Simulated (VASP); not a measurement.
Band structure of CdS (relaxed from the zinc blende structure, space group F-43m). All values below come from r2SCAN meta-GGA, VASP's PBE PAW potentials (set 64) (plane waves; VASP).

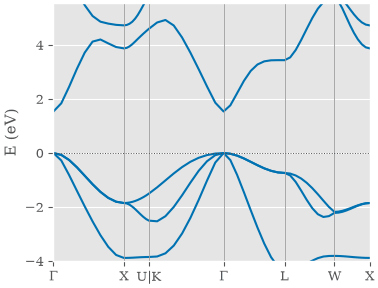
Figure: Bands along high-symmetry lines, zero at the valence-band maximum or, without a gap, the Fermi level

Q: Read the plot: is there a gap, and where are the band edges?

A: The gap is direct, 1.54 eV, from the valence maximum at Γ to the conduction minimum at Γ.

The structure was generated: CdS was put into the zinc blende type (F-43m), which need not be its known phase. It was relaxed first, which changed the volume by +7 %.
